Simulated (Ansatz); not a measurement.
# AlBH4SSi: atomisation energy in Python

How much energy holds AlBH4SSi together? The task is an atomisation energy, for AlBH4SSi.

Program: Ansatz 0.2.0, driven from Python. Level of theory: PBE0+D4/cc-pVTZ. These are calculated values, not measurements.

### Step 1. Starting point

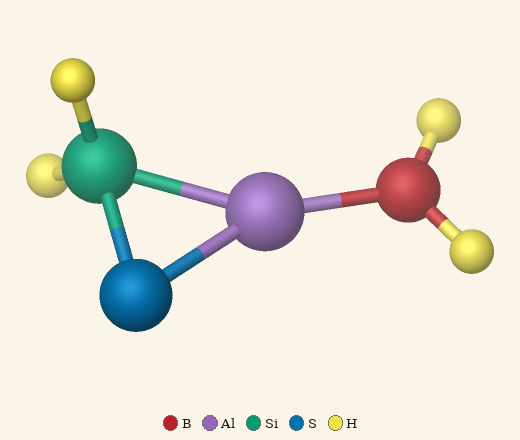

The structure that the script starts from, seen from a chosen angle (boron red, aluminium purple, silicon teal, sulfur blue, hydrogen yellow).

The script holds or builds the structure itself.

### Step 2. Script

The input, albh4ssi.py:

```python
"""Energy to split AlBH4SSi into its atoms."""

from collections import Counter

import ansatz as az
from ase import Atoms


def total_energy(molecule, charge=0, unpaired=0):
    calc = molecule.calculation().basis(gaussian="cc-pVTZ").functional("pbe0", dispersion="d4")
    if charge:
        calc = calc.charge(charge)
    if unpaired:
        calc = calc.spin("collinear", total=unpaired)
    return calc.run(threads=1).report["free_energy_ev"]


def main() -> None:
    atoms = Atoms(["B", "Al", "Si", "S", "H", "H", "H", "H"], positions=[
        (-1.0063, 1.9613, -0.4418),
        (-0.198, 0.1271, -0.4091),
        (0.8953, -1.6219, 0.649),
        (0.4751, -1.8526, -1.3941),
        (-1.5421, 2.4, -1.4685),
        (-1.0573, 2.6936, 0.5166),
        (2.3863, -1.3803, 0.9019),
        (0.1392, -2.3844, 1.5902),
    ])
    geometry = az.Crystal.molecule_from_ase(atoms)

    # Hund ground states
    unpaired = {"B": 1, "Al": 1, "Si": 2, "S": 2, "H": 1}
    counts = Counter(site.symbol for site in geometry.cartesian_sites)
    atom_energy = {s: total_energy(az.Crystal.molecule().atom(s, (0, 0, 0)), 0, unpaired[s]) for s in counts}
    whole = total_energy(geometry, 0, 0)
    for s, e in atom_energy.items():
        print(f"{s:2s} x{counts[s]}  {e:14.5f} eV")
    print(f"AlBH4SSi: {whole:.5f} eV")
    split = sum(counts[s] * e for s, e in atom_energy.items()) - whole
    print(f"atomisation energy (no zero-point term): {96.485332 * split:.1f} kJ/mol, {split / sum(counts.values()):.3f} eV an atom")


if __name__ == "__main__":
    main()
```

### Step 3. What the engine is handed

The engine receives this input (first run):

```yaml
crystal:
  periodic: [false, false, false]
  atoms:
    - { symbol: B, position_ang: [0.0, 0.0, 0.0] }
basis:
  gaussian:
    orbitals: cc-pVTZ
hamiltonian:
  xc: pbe0
  dispersion: d4
magnetization:
  spin_polarized: true
  initial_magnetization: 1.0
```

### Step 4. Launch

Launch:

```
$ python albh4ssi.py
```

Output:

```text
B  x1      -669.89163 eV
Al x1     -6592.01597 eV
Si x1     -7871.00267 eV
S  x1    -10829.59223 eV
H  x4       -13.63395 eV
AlBH4SSi: -26040.54688 eV
atomisation energy (no zero-point term): 2268.2 kJ/mol, 2.939 eV an atom
```

It took 6.3 s on 1 thread of Intel Xeon Platinum 8488C (Sapphire Rapids), shared host; peak memory 0.41 GiB.

### Step 5. Inputs of later runs

The engine's inputs for some of the other runs:

Run 2, against run 1:

```diff
@@ -4 +4 @@
-    - { symbol: B, position_ang: [0.0, 0.0, 0.0] }
+    - { symbol: Al, position_ang: [0.0, 0.0, 0.0] }
```

Run 3, against run 1:

```diff
@@ -4 +4 @@
-    - { symbol: B, position_ang: [0.0, 0.0, 0.0] }
+    - { symbol: Si, position_ang: [0.0, 0.0, 0.0] }
@@ -13 +13 @@
-  initial_magnetization: 1.0
+  initial_magnetization: 2.0
```

Run 5, against run 1:

```diff
@@ -4 +4 @@
-    - { symbol: B, position_ang: [0.0, 0.0, 0.0] }
+    - { symbol: H, position_ang: [0.0, 0.0, 0.0] }
```

Lines on the test bed's own set-up are left out of the output.

### Step 6. The runs side by side

The 6 runs, in the order started:

| run | system | unpaired or total moment | energy (eV) | <S²> | SCF cycles | CPU time (s) |
| --- | --- | --- | --- | --- | --- | --- |
| 1 | B | 1 | -669.8916 | 0.75 | 12 | 0.12 |
| 2 | Al | 1 | -6592.0160 | 0.76 | 11 | 0.21 |
| 3 | Si | 2 | -7871.0027 | 2.01 | 11 | 0.19 |
| 4 | S | 2 | -10829.5922 | 2.00 | 12 | 0.2 |
| 5 | H | 1 | -13.6340 | 0.75 | 8 | 0.03 |
| 6 | AlBH4SSi | not set | -26040.5469 | 0.00 | 19 | 5 |

Totals carry meaning only in balanced differences at one level of theory.

### Step 7. Results

| quantity | value |
| --- | --- |
| atomisation energy, no zero point | 2268.2 kJ/mol |
| runs compared | 6 |

**Reading.** Zero-point motion and spin-orbit terms of the atoms are left out, and both would lower it. 2268.2 kJ/mol from the electronic energies, without the zero-point term. Caveats:
- The geometry is a force-field or estimated start, not a minimum of this method, and the basis set is short of its limit. All parts are taken at fixed geometry, without zero-point energy.
- For Al to Cl the sets with a tight d function, cc-pV(X+d)Z, are usual.
